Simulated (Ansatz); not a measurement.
# CHAlN (doublet): the correlation ladder, cc-pVDZ

How much of the correlation energy of CHAlN (doublet) does each wave-function method recover here?

Computed with Ansatz 0.2.0, Gaussian basis. Level: cc-pVDZ, core rule «outside noble gas», up to 7 orbitals frozen.

Plan: UHF; CCSD(T) on ROHF; CCSD(T) on UHF; BCCD(T) on ROHF; CISD; CCSDT(Q) on ROHF; CCSDT(Q) on UHF; CASSCF and MRCISD+Q, 9 electrons in 9 orbitals; CASSCF and NEVPT2, 9 electrons in 9 orbitals.

17 further runs of the same task are left out: 4 that didn't finish, 13 set aside as unsound or not needed.

## (1) The geometry

The geometry is a PBE0/def2-TZVP stationary point (not a proven minimum).

4 atoms, charge 0, spin multiplicity 2.

Atoms are counted from 1 here; the program's logs count them from 0.

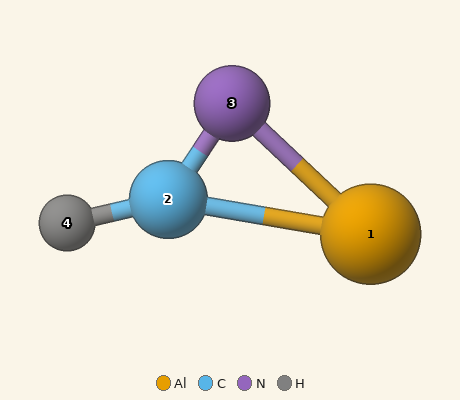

The structure; aluminium amber, carbon blue, nitrogen purple, hydrogen grey; atoms are numbered from 1 in the order of the file.

## (2) UHF

File in.yaml:

```yaml
crystal:
  periodic: [false, false, false]
  atoms:
    - {symbol: Al, position_ang: [0.000000, 0.105264, 1.006952]}
    - {symbol: C, position_ang: [0.000000, 0.485411, -1.119862]}
    - {symbol: N, position_ang: [0.000000, -0.696891, -0.832779]}
    - {symbol: H, position_ang: [0.000000, 1.082252, -2.038110]}
basis:
  gaussian: {orbitals: cc-pVDZ}
magnetization: {spin_polarized: true, initial_magnetization: 1}
hamiltonian: {xc: hf}
output: {orbitals: {seedname: orbitals}}
```

Launch:

```sh
> ansatz run in.yaml --threads 1 --pin off --events-out ev --progress --plain --max-ram 2393MiB
```

Further steps of the session: CCSD(T) on ROHF; CCSD(T) on UHF; BCCD(T) on ROHF; CISD; CCSDT(Q) on ROHF; CCSDT(Q) on UHF; CASSCF and MRCISD+Q, 9 electrons in 9 orbitals; CASSCF and NEVPT2, 9 electrons in 9 orbitals.

**Question.** What will the summary of the whole plan be? Wanted: UCCSDT(Q) below the RHF energy; RMP2 from UCCSDT(Q); UMP2 from UCCSDT(Q); RCCSD from UCCSDT(Q); RCCSD(T) from UCCSDT(Q); UCCSD(T) from UCCSDT(Q); RCCSDT(Q) from UCCSDT(Q); MRCISD+Q frontier from UCCSDT(Q); T1 diagnostic.

**Answer**, as computed:

```
                         quantity        value
   UCCSDT(Q) below the RHF energy  -10.0525 eV
              RMP2 from UCCSDT(Q)  +1014.0 meV
              UMP2 from UCCSDT(Q)  +1133.2 meV
             RCCSD from UCCSDT(Q)   +473.2 meV
          RCCSD(T) from UCCSDT(Q)    +60.6 meV
          UCCSD(T) from UCCSDT(Q)    +62.8 meV
         RCCSDT(Q) from UCCSDT(Q)     +1.1 meV
 MRCISD+Q frontier from UCCSDT(Q)   +108.4 meV
levels within 1 kcal/mol (43 meV)    RCCSDT(Q)
                    T1 diagnostic        0.021
```

What this shows: RCCSD(T) misses by +60.6 meV, 0.6 % of the correlation energy. These misses are within one basis, not against nature; the frozen cores of restricted and unrestricted runs differ, which can shift their rows.
